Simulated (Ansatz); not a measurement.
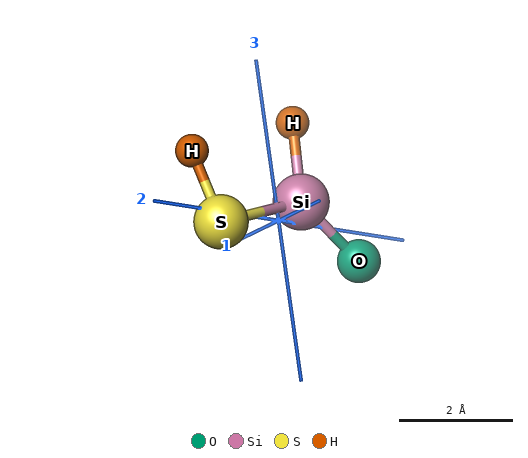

The three principal axes of inertia are drawn and numbered. Depth is shown by fading: the farther an atom, the more it takes the colour of the background. The geometry was computed by an optimisation with PBE-D4/def2-SVP. No frequency run is at hand to confirm it as a minimum. Masses are those of the most abundant isotopes; constants are for the rigid equilibrium geometry.

### Which line is the a axis (least moment of inertia), which b and which c?

a is line 2, b is line 3, c is line 1; the moments are 15.9, 132, 148 u Å².

### Classify the rotor and give the rotational constants (MHz).

An asymmetric top (Cs): A = 31695, B = 3822, C = 3411 MHz. Ray's parameter κ is −0.97, close to the prolate limit.
